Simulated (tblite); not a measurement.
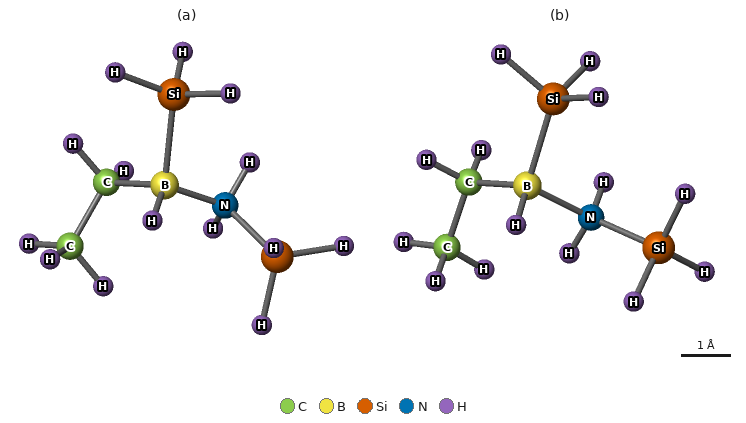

The structure of C2H14BNSi2 before (left) and after (right) a relaxation, at one scale.

Style: ball-and-stick. Shown at a tilt.

Level of theory: tblite 0.8.0, GFN2-xTB geometry optimisation, gas phase. 

Describe what moved and what it gained.

The energy falls by 16.5 kcal/mol in 203 geometry steps. The atom that moves furthest after the best rigid fit is an H atom (1.51 Å). By element the largest moves are H 1.51 Å, C 0.40 Å, N 0.29 Å, Si 0.26 Å, B 0.26 Å. Near-neighbour distances that change, for instance: B–N 1.508 → 1.691 Å, H–N 1.057 → 1.016 Å, C–H 1.123 → 1.090 Å, H–Si 1.458 → 1.489 Å. Among the angles between lasting bonds that change: B–Si–H 106.3° → 116.8°, H–Si–H 111.9° → 101.4°, B–N–H 110.4° → 101.8°. Groups turn about N–Si by about 30°, B–N by about 25°, B–C by about 25°.
